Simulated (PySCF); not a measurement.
## Electronic structure of C5H6F5P (SMILES CC/C=P\C(F)(F)C(F)(F)F) in real space

Input

```
{"job": {"kind": "nmr", "xc": "PBE0", "basis": "pcSseg-1"}, "charge": 0, "multiplicity": 1}
C      2.843235     0.474150     0.545618
C      1.437137     0.538928    -0.042051
C      0.973442    -0.802648    -0.489568
P     -0.546645    -1.482689    -0.632743
C     -1.637244    -0.027397    -0.017583
F     -1.408550     1.123222    -0.699294
F     -1.426202     0.256437     1.293478
C     -3.106227    -0.425492    -0.202498
F     -3.973886     0.481298     0.233497
F     -3.347873    -1.569662     0.444904
F     -3.354785    -0.642296    -1.497609
H      3.547295     0.068273    -0.177623
H      2.855020    -0.156274     1.431631
H      3.175283     1.469354     0.829274
H      0.755166     0.976897     0.687367
H      1.440472     1.204081    -0.913727
H      1.767363    -1.474154    -0.802984
```

Command:

```sh
OMP_NUM_THREADS=1 python probes_run.py task.json out
```

Geometry: GFN2-xTB.

Method: PySCF, PBE0/pcSseg-1, SCF density, gas phase, non-relativistic.

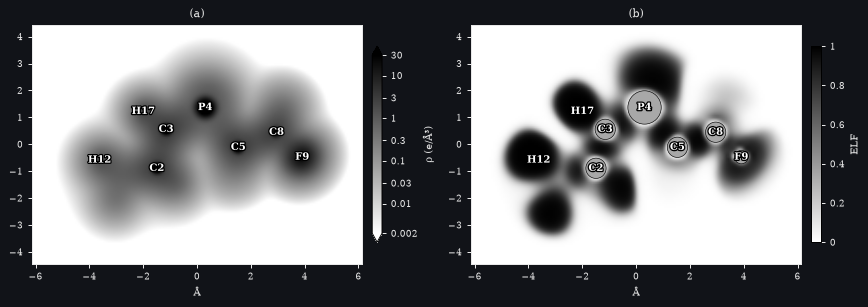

Figure 1. (a) electron density; (b) electron localisation function on the plane of atoms P4, C3 and H17. Grey discs cover the atomic cores in the ELF map.

**What does the map show?**

- The plane passes through C, P, F and H nuclei.
- C–F (1.33 Å): ρ at the midpoint is about 2.4 e/Å³; the ELF peaks at about 0.85 between the atoms (a polar covalent bond).
- C–C (1.49 Å): ρ is about 1.7 e/Å³ halfway; the ELF peaks at about 0.95 between the atoms; localised, covalent bonding.
- C–P (1.67 Å): the density is about 1.4 e/Å³ at the midpoint; the ELF peaks at about 0.90 between the atoms, as expected for localised, covalent bonding.
- C–H (1.09 Å): the density is about 2 e/Å³ at the midpoint; the ELF climbs to about 1 towards the hydrogen, as it does in any bond to H; a covalent bond by its length.
- C–C (1.53 Å): ρ at the midpoint is about 1.8 e/Å³; the ELF peaks at about 1 between the atoms (localised, covalent bonding).
- The ELF also peaks beside F9 and P4, away from the bonds: lone-pair regions.

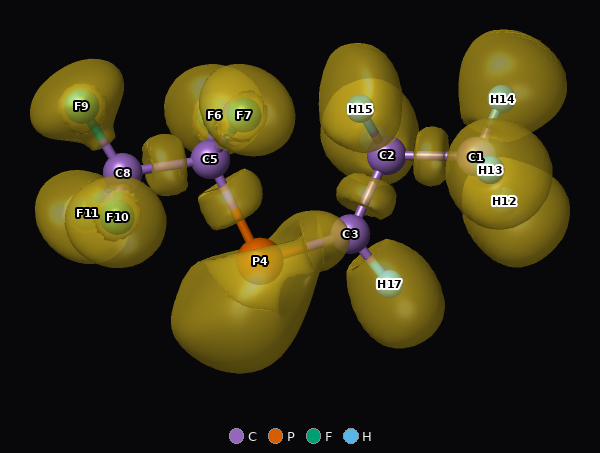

Figure 2. Isosurface of the ELF at 0.75 (yellow), seen at a tilt. Core shells and regions of very low density are left out.

**Identify the bonds, lone pairs and shells in this picture.**

At this value the surface marks out three regions between bonded C–C atoms (shared pairs), one region between bonded C–P atoms (shared pairs), six regions around hydrogen nuclei, five regions on F in which the atom's valence shell and bonds are merged and one region on P in which the atom's valence shell and bonds are merged.

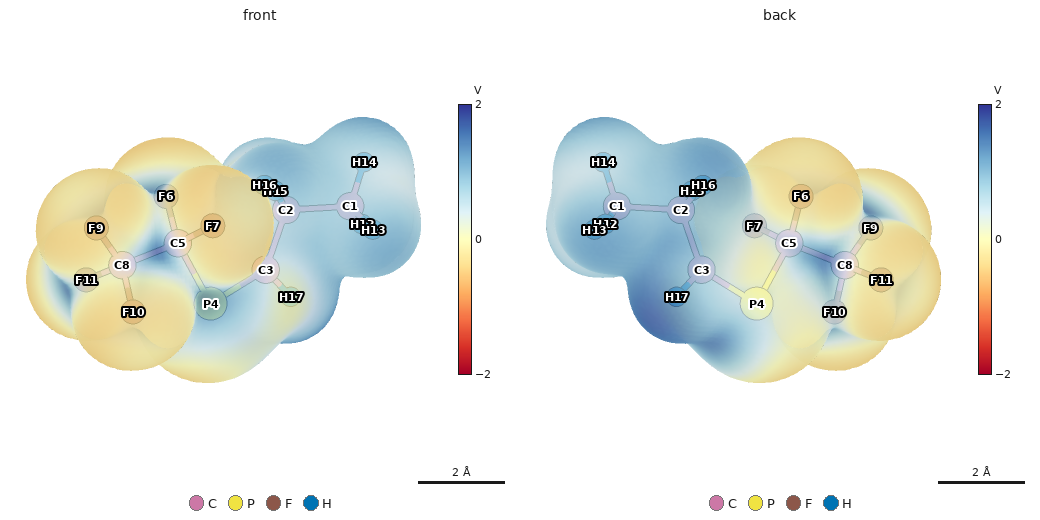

Figure 3. The molecular electrostatic potential painted on the density surface at 0.004 e/bohr³, seen from the front and from behind; the colour scale runs from red (negative) to blue (positive).

**Where is the surface potential most negative and most positive?**

The most negative region (about −0.4 V) lies over F6, F7, F10 and F11, the most positive (about +1.7 V) over H17.

**How polar is the molecule by this calculation?**

Its dipole moment is 2.86 D.
